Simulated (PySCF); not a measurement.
# C₃H₉BS: NMR shifts at several levels of theory, part 1 of 2

How much do the NMR shifts of C₃H₉BS (`CCBSC`) depend on the level of theory, and what does each level cost?

Computed with PySCF 2.14.0, with density-fitted response routines of our own, on a single molecule in the gas phase. Atoms count from 0, in the outputs and in this text.

## 1. The starting structure

14 atoms, charge 0, multiplicity 1; geometry from: GFN2-xTB. The atoms were then displaced at random by about 0.01 Å, so the start is not that level's minimum.

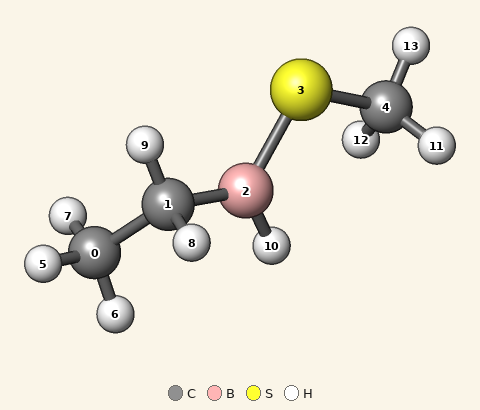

As it starts; carbon grey, boron pink, sulfur yellow, hydrogen white, atoms numbered.

## 2. Geometry optimisation at PBE0-D3(BJ)/def2-SVP

The job: settings as JSON, then the geometry in Å.

```
{"job": {"xc": "PBE0", "basis": "def2-SVP", "d3": "d3bj", "grid": 1, "shake": 0.01, "kind": "geom"}, "charge": 0, "multiplicity": 1}
C     -2.387950    -0.051430    -0.115930
C     -1.275340     0.975840    -0.324390
B      0.122660     0.458870     0.157260
S      1.601130     0.773150    -0.824880
C      2.931800     0.060080     0.161170
H     -3.365930     0.409100    -0.421690
H     -2.466710    -0.324130     0.924450
H     -2.220100    -0.912890    -0.722480
H     -1.516950     1.886010     0.271940
H     -1.256460     1.285470    -1.360530
H      0.263500    -0.119600     1.185280
H      3.158000     0.735870     1.005610
H      2.622860    -0.903360     0.528250
H      3.782330    -0.008040    -0.471810
```

Run with:

```sh
OMP_NUM_THREADS=1 python probes_run.py task.json out
```

This one command runs all jobs of the session in turn.

The log of the run:

```text
step   0  E = -542.25511494  max force = 0.036446
step   1  E = -542.25938164  max force = 0.004824
step   2  E = -542.25962304  max force = 0.000536
step   3  E = -542.25963460  max force = 0.000664
step   4  E = -542.25964352  max force = 0.000524
step   5  E = -542.25964650  max force = 0.000257
optimisation converged
```

Run time: 29 s. Hardware: 1 thread of Arm Neoverse V1, shared host; peak memory 0.51 GiB.

Relaxation path:

| step | energy from step 0 (eV) | largest force component (eV/Å) |
| --- | --- | --- |
| 0 | 0.0000 | 1.8741 |
| 1 | -0.1161 | 0.2481 |
| 2 | -0.1227 | 0.0276 |
| 3 | -0.1230 | 0.0341 |
| 4 | -0.1232 | 0.0269 |
| 5 | -0.1233 | 0.0132 |

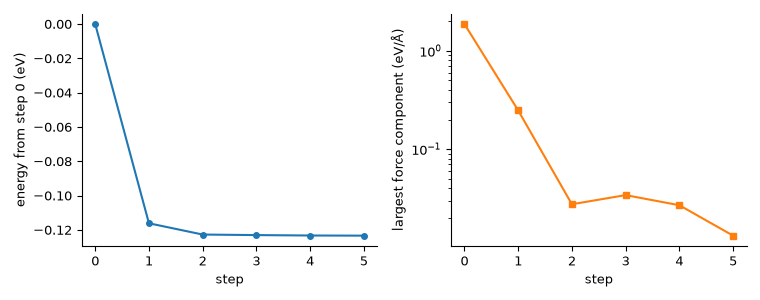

Energy and force, step by step.

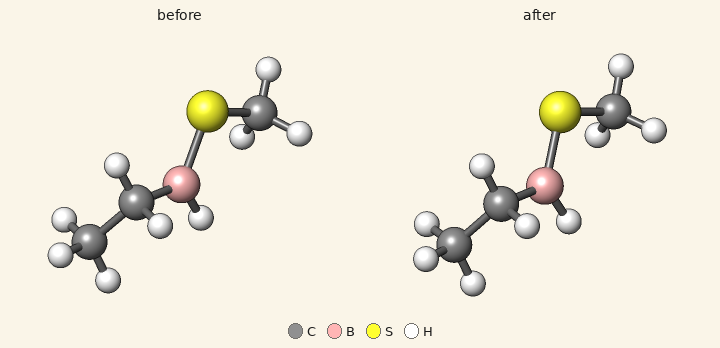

The geometry before (left) and after (right).

Close pairs (by a distance rule), those that changed most:

| bond | before (Å) | after (Å) | change (Å) |
| --- | --- | --- | --- |
| C4–H13 | 1.062 | 1.098 | +0.035 |
| C0–H7 | 1.067 | 1.101 | +0.035 |
| B2–S3 | 1.803 | 1.773 | -0.030 |
| B2–H10 | 1.188 | 1.212 | +0.024 |
| C0–H6 | 1.078 | 1.101 | +0.023 |
| C0–H5 | 1.123 | 1.101 | -0.022 |
| C1–H9 | 1.082 | 1.103 | +0.021 |
| C4–H12 | 1.076 | 1.098 | +0.021 |

The final coordinates are the input of the step that follows.

| at the end point | value |
| --- | --- |
| point group (found at 0.08 Å tolerance) | C1 |
| rotational constants (GHz, main isotopes) | 12.259, 1.590, 1.507 |
| dipole moment (D) | 1.06 |

## 3. Shielding tensors: PBE0/6-31G*

The job: settings as JSON, then the geometry in Å.

```
{"job": {"kind": "nmr", "xc": "PBE0", "basis": "6-31G*", "pop": true}, "charge": 0, "multiplicity": 1}
C     -2.405947     0.099760    -0.055434
C     -1.251000     1.078114    -0.279616
B      0.137484     0.517034     0.191282
S      1.523699     0.554372    -0.912986
C      2.902363    -0.138559     0.047257
H     -3.375787     0.542795    -0.330721
H     -2.469803    -0.212584     0.998846
H     -2.281072    -0.813684    -0.658101
H     -1.428760     1.988290     0.326657
H     -1.227308     1.416016    -1.329122
H      0.291480     0.053937     1.301009
H      3.170926     0.530828     0.874855
H      2.639906    -1.128285     0.442371
H      3.762520    -0.236264    -0.627939
```

Level: GIAO PBE0/6-31G* NMR shielding, non-relativistic, gas phase.

The log of the run:

```text
coarse grid: 11552 points
cycle   1  E = -542.4719148636  dE =  1.875e-01  |g| = 3.498e-01  |ddm| = 3.186e+00
cycle   2  E = -542.4713104066  dE =  6.045e-04  |g| = 3.649e-01  |ddm| = 7.708e-01
cycle   3  E = -542.5075611936  dE = -3.625e-02  |g| = 3.539e-02  |ddm| = 3.854e-01
cycle   4  E = -542.5078611499  dE = -3.000e-04  |g| = 1.549e-02  |ddm| = 6.517e-02
cycle   5  E = -542.5079340104  dE = -7.286e-05  |g| = 4.198e-03  |ddm| = 2.491e-02
cycle   6  E = -542.5079393102  dE = -5.300e-06  |g| = 1.047e-03  |ddm| = 6.288e-03
final grid: 104928 points
cycle   7  E = -542.4552854644  dE = -1.324e-05  |g| = 9.140e-03  |ddm| = 2.175e-02
cycle   8  E = -542.4552732198  dE =  1.224e-05  |g| = 1.134e-02  |ddm| = 2.008e-02
cycle   9  E = -542.4553088676  dE = -3.565e-05  |g| = 4.200e-04  |ddm| = 1.172e-02
cycle  10  E = -542.4553089197  dE = -5.211e-08  |g| = 1.516e-04  |ddm| = 7.932e-04
cycle  11  E = -542.4553089266  dE = -6.874e-09  |g| = 3.829e-05  |ddm| = 2.234e-04
cycle  12  E = -542.4553089270  dE = -4.231e-10  |g| = 1.301e-05  |ddm| = 6.644e-05
converged SCF energy = -542.4553089270

GIAO shielding tensors (ppm)
atom      isotropic    diamagn.    paramagn.     s11        s22        s33       span
  0 C      182.412     245.511     -63.099    173.603    180.776    192.858     19.254
  1 C      175.377     244.853     -69.476    161.789    176.138    188.204     26.415
  2 B       43.367     196.955    -153.588    -15.860     27.535    118.426    134.286
  3 S      476.405    1058.072    -581.667    237.278    593.134    598.803    361.525
  4 C      176.201     251.285     -75.083    160.120    171.502    196.982     36.862
  5 H       30.731      28.464       2.267     26.312     28.581     37.299     10.988
  6 H       30.709      29.350       1.359     26.686     29.025     36.417      9.731
  7 H       31.094      29.503       1.591     26.877     29.786     36.618      9.741
  8 H       30.834      29.107       1.728     26.535     29.730     36.238      9.703
  9 H       30.448      29.978       0.470     26.266     30.887     34.191      7.926
 10 H       24.625      31.956      -7.331     20.032     25.522     28.320      8.288
 11 H       29.677      29.393       0.285     24.819     28.113     36.099     11.280
 12 H       29.665      30.238      -0.573     24.795     28.360     35.840     11.045
 13 H       30.304      28.981       1.324     25.459     28.024     37.430     11.971
```

It took 7.5 s on 1 thread of Arm Neoverse V1, shared host; peak memory 0.52 GiB.

Shifts follow as δ = σ(reference) − σ, with reference shieldings (ppm) from runs at the same level and on the same kind of geometry: 1H TMS 31.96, 13C TMS 194.1, 11B BF3·OEt2 112.3, 33S CS2 546. The references are single molecules in the gas phase. Atoms listed in one row are averaged.

| atoms | environment | σ (ppm) | δ (ppm) |
| --- | --- | --- | --- |
| C1 | sp3 CH2 bonded to B | 175.4 | 18.8 |
| C4 | methyl carbon bonded to S | 176.2 | 17.9 |
| C0 | methyl carbon | 182.4 | 11.7 |
| H10 | hydrogen on a boron bonded to C, S | 24.62 | 7.34 |
| H11, H12, H13 | hydrogen on a methyl carbon bonded to S | 29.88 | 2.08 |
| H8, H9 | hydrogen on an sp3 CH2 bonded to B | 30.64 | 1.32 |
| H5, H6, H7 | hydrogen on a methyl carbon | 30.84 | 1.12 |
| B2 | boron bonded to C, S, H | 43.4 | 68.9 |
| S3 | sulfur bonded to C, B | 476 | 70 |

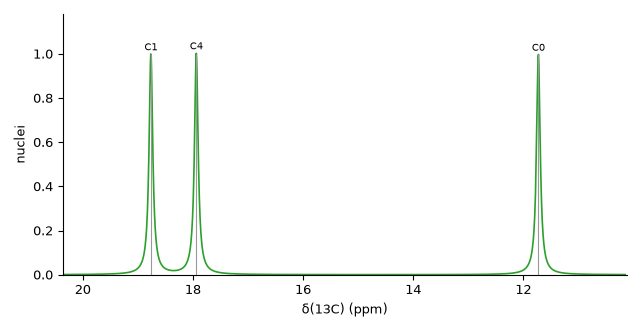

13C lines at the computed shifts, without couplings. Lines are broadened to a width of 0.08 ppm (Lorentzian).

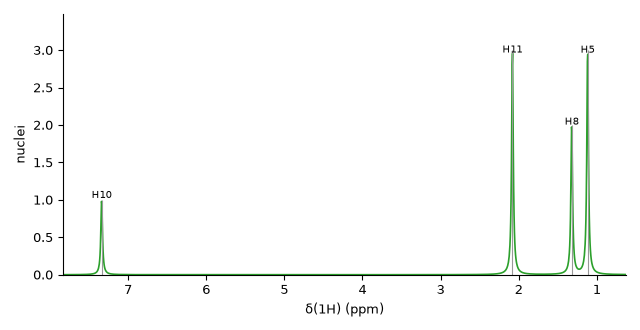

1H lines at the computed shifts, without couplings. Lines are broadened to a width of 0.02 ppm (Lorentzian).

Charges from the same density, by scheme (e):

| atoms | Mulliken | IAO | Hirshfeld | ESP fit |
| --- | --- | --- | --- | --- |
| C0 | -0.53 | -0.40 | -0.10 | -0.16 |
| C1 | -0.47 | -0.39 | -0.12 | -0.17 |
| B2 | 0.11 | -0.03 | 0.09 | 0.25 |
| S3 | 0.04 | 0.13 | -0.05 | -0.24 |
| C4 | -0.68 | -0.50 | -0.09 | -0.24 |

Hirshfeld charges:

C0 -0.10; C1 -0.12; B2 0.09; S3 -0.05; C4 -0.09; H5 0.03; H6 0.03; H7 0.03; H8 0.04; H9 0.03; H10 -0.06; H11 0.05; H12 0.05; H13 0.05

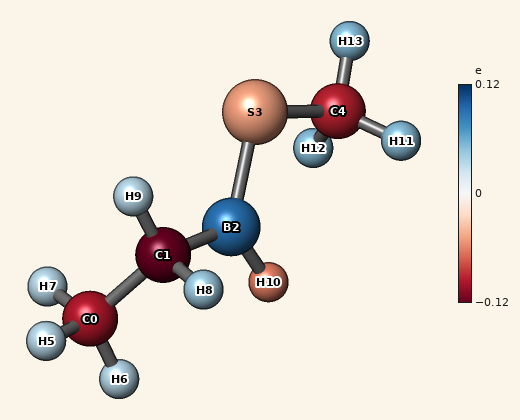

Hirshfeld charges, as colours on the atoms.

Mayer bond orders: C0–C1 0.99, C1–B2 1.02, B2–S3 1.34, S3–C4 0.96.

## 4. NMR shieldings: PBE0/6-311+G(2d,p)

Settings changed since step 3:

```diff
@@ -1,2 +1,2 @@
-{"job": {"kind": "nmr", "xc": "PBE0", "basis": "6-31G*", "pop": true}, "charge": 0, "multiplicity": 1}
+{"job": {"kind": "nmr", "xc": "PBE0", "basis": "6-311+G(2d,p)", "pop": true}, "charge": 0, "multiplicity": 1}
 C     -2.405947     0.099760    -0.055434
```

With the program's defaults for keys left out, this is: GIAO PBE0/6-311+G(2d,p) NMR shielding, non-relativistic, gas phase.

The log of the run:

```text
coarse grid: 11552 points
cycle   1  E = -542.4995264506  dE =  1.723e-01  |g| = 3.690e-01  |ddm| = 2.794e+00
cycle   2  E = -542.4944141881  dE =  5.112e-03  |g| = 3.902e-01  |ddm| = 6.788e-01
cycle   3  E = -542.5349144119  dE = -4.050e-02  |g| = 4.858e-02  |ddm| = 3.861e-01
cycle   4  E = -542.5353926046  dE = -4.782e-04  |g| = 2.647e-02  |ddm| = 6.812e-02
cycle   5  E = -542.5355786801  dE = -1.861e-04  |g| = 4.557e-03  |ddm| = 2.952e-02
cycle   6  E = -542.5355832413  dE = -4.561e-06  |g| = 2.006e-03  |ddm| = 6.282e-03
final grid: 104928 points
cycle   7  E = -542.5297928428  dE = -4.019e-05  |g| = 1.021e-02  |ddm| = 3.956e-02
cycle   8  E = -542.5297780702  dE =  1.477e-05  |g| = 1.253e-02  |ddm| = 1.614e-02
cycle   9  E = -542.5298162603  dE = -3.819e-05  |g| = 6.158e-04  |ddm| = 9.829e-03
cycle  10  E = -542.5298163641  dE = -1.038e-07  |g| = 2.273e-04  |ddm| = 9.082e-04
cycle  11  E = -542.5298163779  dE = -1.383e-08  |g| = 5.621e-05  |ddm| = 2.556e-04
cycle  12  E = -542.5298163787  dE = -7.738e-10  |g| = 1.822e-05  |ddm| = 7.909e-05
converged SCF energy = -542.5298163787

GIAO shielding tensors (ppm)
atom      isotropic    diamagn.    paramagn.     s11        s22        s33       span
  0 C      175.683     242.727     -67.045    166.254    173.021    187.773     21.520
  1 C      166.051     243.894     -77.843    150.163    168.053    179.936     29.774
  2 B       30.647     193.044    -162.397    -31.508     14.071    109.377    140.885
  3 S      420.474    1057.097    -636.622    170.836    542.376    548.211    377.375
  4 C      167.090     242.508     -75.418    149.133    160.845    191.292     42.159
  5 H       30.283      28.945       1.338     25.942     27.943     36.963     11.021
  6 H       30.360      29.690       0.670     26.470     28.459     36.152      9.682
  7 H       30.805      29.966       0.840     26.641     29.326     36.450      9.809
  8 H       30.425      29.534       0.892     26.058     29.326     35.891      9.833
  9 H       30.109      30.645      -0.536     26.150     30.400     33.778      7.628
 10 H       24.197      31.564      -7.367     19.066     25.379     28.146      9.080
 11 H       29.006      28.919       0.087     24.222     27.265     35.531     11.310
 12 H       28.988      29.802      -0.815     24.232     27.536     35.195     10.963
 13 H       29.604      27.978       1.626     24.577     27.561     36.675     12.097
```

Wall time 20 s (1 thread of Arm Neoverse V1, shared host); peak memory 0.92 GiB.

Key values: δ C1 20.4, C4 19.3, C0 10.8, B2 71.8, H10 7.31, H11 2.31 ppm (means over like atoms).

## 5. Shielding tensors: PBE0/def2-SVP

Settings changed since step 4:

```diff
@@ -1,2 +1,2 @@
-{"job": {"kind": "nmr", "xc": "PBE0", "basis": "6-311+G(2d,p)", "pop": true}, "charge": 0, "multiplicity": 1}
+{"job": {"kind": "nmr", "xc": "PBE0", "basis": "def2-SVP", "pop": true}, "charge": 0, "multiplicity": 1}
 C     -2.405947     0.099760    -0.055434
```

Method: GIAO PBE0/def2-SVP NMR shielding, non-relativistic, gas phase.

The log of the run:

```text
coarse grid: 11552 points
cycle   1  E = -542.1636663658  dE =  1.538e-01  |g| = 3.141e-01  |ddm| = 3.550e+00
cycle   2  E = -542.1625739696  dE =  1.092e-03  |g| = 3.352e-01  |ddm| = 7.648e-01
cycle   3  E = -542.1934556116  dE = -3.088e-02  |g| = 3.674e-02  |ddm| = 3.680e-01
cycle   4  E = -542.1937619019  dE = -3.063e-04  |g| = 1.681e-02  |ddm| = 6.939e-02
cycle   5  E = -542.1938425883  dE = -8.069e-05  |g| = 4.494e-03  |ddm| = 2.578e-02
cycle   6  E = -542.1938487400  dE = -6.152e-06  |g| = 1.044e-03  |ddm| = 6.296e-03
final grid: 104928 points
cycle   7  E = -542.2506208781  dE = -1.838e-05  |g| = 8.630e-03  |ddm| = 2.604e-02
cycle   8  E = -542.2506096216  dE =  1.126e-05  |g| = 1.072e-02  |ddm| = 1.877e-02
cycle   9  E = -542.2506410847  dE = -3.146e-05  |g| = 4.279e-04  |ddm| = 1.107e-02
cycle  10  E = -542.2506411411  dE = -5.633e-08  |g| = 1.565e-04  |ddm| = 7.829e-04
cycle  11  E = -542.2506411482  dE = -7.112e-09  |g| = 3.648e-05  |ddm| = 2.177e-04
cycle  12  E = -542.2506411486  dE = -3.931e-10  |g| = 1.306e-05  |ddm| = 6.094e-05
converged SCF energy = -542.2506411486

GIAO shielding tensors (ppm)
atom      isotropic    diamagn.    paramagn.     s11        s22        s33       span
  0 C      182.757     243.387     -60.630    173.899    181.088    193.284     19.385
  1 C      175.938     244.367     -68.429    161.557    176.480    189.777     28.219
  2 B       39.903     199.439    -159.536    -21.119     23.743    117.087    138.206
  3 S      490.160    1057.739    -567.580    244.670    600.027    625.781    381.111
  4 C      175.410     245.237     -69.827    158.489    169.481    198.259     39.770
  5 H       30.243      26.904       3.339     25.777     27.842     37.110     11.333
  6 H       30.260      29.888       0.372     26.257     28.324     36.200      9.944
  7 H       30.697      30.422       0.275     26.351     29.233     36.508     10.158
  8 H       30.347      28.980       1.368     25.749     29.088     36.205     10.456
  9 H       30.026      30.562      -0.536     25.861     30.441     33.776      7.915
 10 H       24.158      33.468      -9.310     19.293     25.221     27.960      8.667
 11 H       29.077      28.882       0.194     24.178     27.189     35.863     11.685
 12 H       29.055      30.140      -1.084     24.165     27.426     35.575     11.410
 13 H       29.651      28.182       1.469     24.464     27.409     37.081     12.618
```

It took 9.3 s on 1 thread of Arm Neoverse V1, shared host; peak memory 0.62 GiB.

In short: δ C4 18.3, C1 17.8, C0 11.0, B2 70.8, H10 7.18, H11 2.08 ppm (means over like atoms).

## 6. Nuclear shieldings: PBE0/def2-TZVP

Settings changed since step 5:

```diff
@@ -1,2 +1,2 @@
-{"job": {"kind": "nmr", "xc": "PBE0", "basis": "def2-SVP", "pop": true}, "charge": 0, "multiplicity": 1}
+{"job": {"kind": "nmr", "xc": "PBE0", "basis": "def2-TZVP", "pop": true}, "charge": 0, "multiplicity": 1}
 C     -2.405947     0.099760    -0.055434
```

Method: GIAO PBE0/def2-TZVP NMR shielding, non-relativistic, gas phase.

The log of the run:

```text
coarse grid: 11552 points
cycle   1  E = -542.5131229457  dE =  1.779e-01  |g| = 3.641e-01  |ddm| = 2.508e+00
cycle   2  E = -542.5076590840  dE =  5.464e-03  |g| = 3.980e-01  |ddm| = 6.345e-01
cycle   3  E = -542.5497867167  dE = -4.213e-02  |g| = 4.489e-02  |ddm| = 3.397e-01
cycle   4  E = -542.5501883010  dE = -4.016e-04  |g| = 2.604e-02  |ddm| = 5.887e-02
cycle   5  E = -542.5503671414  dE = -1.788e-04  |g| = 4.628e-03  |ddm| = 2.384e-02
cycle   6  E = -542.5503722046  dE = -5.063e-06  |g| = 1.944e-03  |ddm| = 4.876e-03
final grid: 104928 points
cycle   7  E = -542.5412974863  dE = -4.715e-05  |g| = 1.034e-02  |ddm| = 4.975e-02
cycle   8  E = -542.5412826038  dE =  1.488e-05  |g| = 1.258e-02  |ddm| = 1.463e-02
cycle   9  E = -542.5413211125  dE = -3.851e-05  |g| = 6.610e-04  |ddm| = 8.671e-03
cycle  10  E = -542.5413212335  dE = -1.210e-07  |g| = 2.381e-04  |ddm| = 7.316e-04
cycle  11  E = -542.5413212488  dE = -1.534e-08  |g| = 6.131e-05  |ddm| = 2.155e-04
cycle  12  E = -542.5413212497  dE = -9.225e-10  |g| = 2.003e-05  |ddm| = 5.873e-05
converged SCF energy = -542.5413212497

GIAO shielding tensors (ppm)
atom      isotropic    diamagn.    paramagn.     s11        s22        s33       span
  0 C      175.091     242.633     -67.542    165.460    172.428    187.384     21.924
  1 C      166.088     243.504     -77.415    150.535    167.480    180.250     29.714
  2 B       29.508     195.254    -165.747    -34.433     12.376    110.580    145.013
  3 S      400.037    1054.800    -654.763    145.748    523.831    530.531    384.783
  4 C      167.484     244.797     -77.313    149.020    162.140    191.292     42.272
  5 H       30.261      28.040       2.221     25.945     27.941     36.897     10.952
  6 H       30.315      29.255       1.060     26.431     28.445     36.069      9.638
  7 H       30.766      29.534       1.233     26.572     29.329     36.399      9.827
  8 H       30.425      29.395       1.030     26.023     29.381     35.871      9.848
  9 H       30.037      30.618      -0.582     26.149     30.328     33.634      7.486
 10 H       24.135      32.307      -8.172     18.853     25.432     28.118      9.265
 11 H       29.049      28.812       0.237     24.322     27.315     35.510     11.188
 12 H       29.025      29.766      -0.740     24.330     27.553     35.193     10.863
 13 H       29.632      28.101       1.530     24.640     27.575     36.680     12.040
```

Wall time 27 s (1 thread of Arm Neoverse V1, shared host); peak memory 0.91 GiB.

In short: δ C1 20.6, C4 19.2, C0 11.6, B2 73.1, H10 7.35, H11 2.25 ppm (means over like atoms).

## 7. Nuclear shieldings: PBE0/cc-pVDZ

Settings changed since step 6:

```diff
@@ -1,2 +1,2 @@
-{"job": {"kind": "nmr", "xc": "PBE0", "basis": "def2-TZVP", "pop": true}, "charge": 0, "multiplicity": 1}
+{"job": {"kind": "nmr", "xc": "PBE0", "basis": "cc-pVDZ", "pop": true}, "charge": 0, "multiplicity": 1}
 C     -2.405947     0.099760    -0.055434
```

Method: GIAO PBE0/cc-pVDZ NMR shielding, non-relativistic, gas phase.

The log of the run:

```text
coarse grid: 11552 points
cycle   1  E = -542.4421007800  dE =  2.236e-01  |g| = 3.277e-01  |ddm| = 6.502e+00
cycle   2  E = -542.4404182757  dE =  1.683e-03  |g| = 3.508e-01  |ddm| = 1.419e+00
cycle   3  E = -542.4742255465  dE = -3.381e-02  |g| = 3.704e-02  |ddm| = 6.545e-01
cycle   4  E = -542.4745451458  dE = -3.196e-04  |g| = 1.667e-02  |ddm| = 1.066e-01
cycle   5  E = -542.4746258195  dE = -8.067e-05  |g| = 4.525e-03  |ddm| = 4.021e-02
cycle   6  E = -542.4746321230  dE = -6.303e-06  |g| = 1.063e-03  |ddm| = 9.948e-03
final grid: 104928 points
cycle   7  E = -542.4853523433  dE = -1.371e-05  |g| = 9.197e-03  |ddm| = 5.612e-02
cycle   8  E = -542.4853392884  dE =  1.305e-05  |g| = 1.149e-02  |ddm| = 3.616e-02
cycle   9  E = -542.4853754349  dE = -3.615e-05  |g| = 4.721e-04  |ddm| = 2.049e-02
cycle  10  E = -542.4853755056  dE = -7.077e-08  |g| = 1.529e-04  |ddm| = 1.122e-03
cycle  11  E = -542.4853755124  dE = -6.766e-09  |g| = 3.879e-05  |ddm| = 3.696e-04
cycle  12  E = -542.4853755129  dE = -4.568e-10  |g| = 1.426e-05  |ddm| = 8.643e-05
converged SCF energy = -542.4853755129

GIAO shielding tensors (ppm)
atom      isotropic    diamagn.    paramagn.     s11        s22        s33       span
  0 C      184.346     243.906     -59.560    175.024    182.277    195.737     20.713
  1 C      176.200     243.801     -67.601    161.816    177.242    189.543     27.727
  2 B       42.047     199.979    -157.931    -18.655     26.599    118.198    136.853
  3 S      483.828    1059.945    -576.117    246.192    595.017    610.276    364.084
  4 C      177.288     246.824     -69.536    159.564    171.709    200.591     41.027
  5 H       30.135      26.780       3.355     25.815     27.814     36.776     10.962
  6 H       30.187      29.913       0.274     26.309     28.296     35.957      9.649
  7 H       30.592      30.473       0.120     26.451     29.079     36.246      9.795
  8 H       30.219      28.747       1.471     25.910     29.007     35.739      9.829
  9 H       29.890      30.414      -0.525     25.929     30.235     33.505      7.575
 10 H       24.077      33.180      -9.103     19.166     25.171     27.893      8.727
 11 H       28.944      29.309      -0.364     24.180     27.104     35.549     11.369
 12 H       28.928      30.675      -1.746     24.177     27.358     35.251     11.073
 13 H       29.502      28.242       1.259     24.416     27.330     36.759     12.343
```

It took 10 s on 1 thread of Arm Neoverse V1, shared host; peak memory 0.65 GiB.

Key values: δ C1 20.6, C4 19.5, C0 12.4, B2 71.8, H10 7.21, H11 2.17 ppm (means over like atoms).

(Continued in part 2 of 2.)
